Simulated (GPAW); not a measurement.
**TeCl2 (SMILES Cl[Te]Cl), run twice**

Aim: the charge distribution of TeCl2 at LDA (PW92)/dzp (scalar-relativistic datasets).

Program for the calculation: GPAW 26.7.0.

7 further runs of the same task are left out: 2 that didn't finish, 5 set aside as unsound or not needed.

## (1) The system as given

TeCl2: 3 atoms, total charge 0, spin state singlet. SMILES: `Cl[Te]Cl`. The shape comes from GFN2-xTB, which is rough for such elements, and wasn't checked as a minimum.

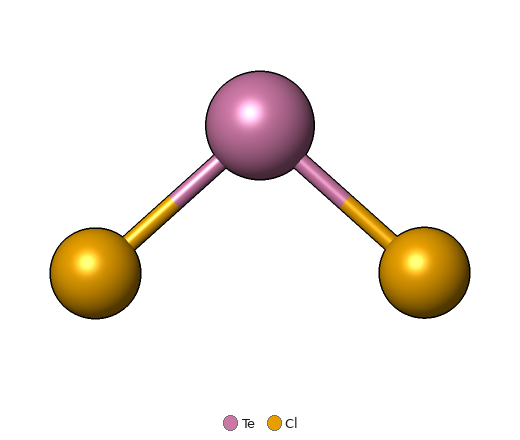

The structure, seen from a chosen angle (tellurium pink, chlorine amber).

## (2) First attempt

calc.py

```python
import numpy as np
from ase.io.zmatrix import parse_zmatrix
from ase.units import Debye
from gpaw import GPAW

zmat = """
Te
Cl 1 r2
Cl 1 r3 2 a3
"""
values = dict(r2=2.328191, r3=2.328133, a3=96.22248)
atoms = parse_zmatrix(zmat, defs=values)
atoms.center(vacuum=4.5)

dft = GPAW(mode="lcao", nbands=8, maxiter=91, xc="LDA", h=0.2, basis="dzp", txt="-")
atoms.calc = dft

energy = atoms.get_potential_energy()
print(f"Energy                  {energy:.5f} eV")
forces = atoms.get_forces()
print("Forces (eV/Ang)")
for symbol, f in zip(atoms.symbols, forces):
    print(f'{symbol:2} {f[0]:9.4f} {f[1]:9.4f} {f[2]:9.4f}')
dipole = atoms.get_dipole_moment() / Debye
print(f"Dipole                  {np.linalg.norm(dipole):.3f} D")
homo, lumo = dft.get_homo_lumo()
print(f"HOMO                    {homo:.3f} eV")
print(f"LUMO: {lumo:.3f} eV")
print(f"Gap = {lumo - homo:.3f} eV")
```

The run is started by

```bash
OMP_NUM_THREADS=1 python calc.py
```

Output:

```text
__  _  _
 | _ |_)|_||  |
 |__||  | ||/\| - 26.7.0

units:  Angstrom and eV
cores:  1
OpenMP: False

Versions:
  Python: 3.12.14
  ASE:    3.29.0
  Numpy:  2.5.5
  Scipy:  1.18.1
  Libxc:  7.0.0

        _gpaw.cpython-312-aarch64-linux-gnu.so

Input parameters:
  mode=LCAO(),
  basis={'default': 'dzp'},
  h=0.2,
  maxiter=91,
  nbands=8,
  xc=XC(name='LDA')
ValueError: Too few bands!  Electrons: 20.0, bands: 8
```

Wall time 0.81 s (1 thread of Arm Neoverse V1, shared host); peak memory 0.11 GiB.

## (3) Diagnosis

The program refused the input.

The log says `ValueError: Too few bands!  Electrons: 20.0, bands: 8`. The fault: too few bands are asked for.

## (4) Try two

calc.py

```python
import numpy as np
from ase.io.zmatrix import parse_zmatrix
from ase.units import Debye
from gpaw import GPAW

# Geometry
atoms = parse_zmatrix("""
Te
Cl 1 2.328191
Cl 1 2.328133 2 96.22248
""")
atoms.center(vacuum=4.5)

# DFT calculator
gpaw_calc = GPAW(mode='lcao', basis='dzp', h=0.2, xc='LDA', maxiter=100, txt='-')
atoms.calc = gpaw_calc

energy = atoms.get_potential_energy()
print(f'Energy: {energy:.5f} eV')
forces = atoms.get_forces()
print('Forces (eV/Ang)')
for symbol, f in zip(atoms.symbols, forces):
    print(f'{symbol:2} {f[0]:9.4f} {f[1]:9.4f} {f[2]:9.4f}')
dipole = atoms.get_dipole_moment() / Debye
print(f'Dipole = {np.linalg.norm(dipole):.3f} D')
homo, lumo = gpaw_calc.get_homo_lumo()
print(f'HOMO                    {homo:.3f} eV')
print(f'LUMO                    {lumo:.3f} eV')
print(f'Gap                     {lumo - homo:.3f} eV')
```

The run is started by

```bash
python calc.py > calc.log
```

Output:

```text
[...]
Number of symmetries: 2
[...]
  Number of IBZ points: 1
[...]
basis functions: 39
Spin-components: 1 (collinear spins)
Bands:           12
[...]
  Valence electrons: 20.0
[...]
  Grid points: [56 56 44]
  Charge: 0.0  # |e|
[...]
    cutoffs:
[...]
occupation numbers:
  # Zero width
[...]
xc functional:
  name: None
[...]
|iter     |     time |      energy | eigst |  dens |
[...]
|iter:   1| 00:00:03 |   -7.250542 |      c|       |
[...]
|iter:   8| 00:00:04 |   -6.449048c|      c| -4.00c|
Converged in 8 steps
[...]
Energy contributions relative to reference atoms: (reference = -209675.755410)
Energy contributions:
  Kinetic:          18.722477
  Coulomb:         -15.133366
  Zero:              0.169258
  External:          0.000000
  Xc:              -10.207417
  Entropy:           0.000000
  Spinorbit:         0.000000
  ----------------------------
  Free energy:      -6.449048
  Extrapolated:     -6.449048
dipole moment: (-0.291141, -0.325438, -0.000000)  # |e|*Ang
Fermi level: -4.330
Eigenvalues  # (at kpt = [0.000, 0.000, 0.000])
| band index |      eig [eV] | occ [0-2] |
|------------|---------------|-----------|
|          0 |       -21.181 |     2.000 |
|        ... |               |           |
|          2 |       -15.742 |     2.000 |
|          3 |       -10.497 |     2.000 |
|          4 |        -9.670 |     2.000 |
|          5 |        -8.589 |     2.000 |
|          6 |        -7.980 |     2.000 |
|          7 |        -7.711 |     2.000 |
|          8 |        -7.633 |     2.000 |
|          9 |        -5.243 |     2.000 |
|         10 |        -3.418 |     0.000 |
|         11 |        -3.205 |     0.000 |
Gap: 1.825 eV
Transition (v -> c):
[...]
Forces (eV/Ang)
Te   -0.1104   -0.1359    0.0000
Cl    0.2859   -0.1224    0.0000
Cl   -0.1714    0.2485    0.0000
Dipole = 2.097 D
HOMO                    -5.243 eV
LUMO                    -3.418 eV
Gap                     1.825 eV
```

Wall time 4.4 s (1 thread of Arm Neoverse V1, shared host); peak memory 0.38 GiB.

## (5) Results

At LDA (PW92)/dzp (scalar-relativistic datasets):

| quantity | value |
| --- | --- |
| energy as printed (from the program's reference atoms) | -6.4490 eV |
| dipole moment | 2.10 D |
| HOMO energy | -5.24 eV |
| LUMO energy | -3.42 eV |
| HOMO–LUMO gap | 1.82 eV |
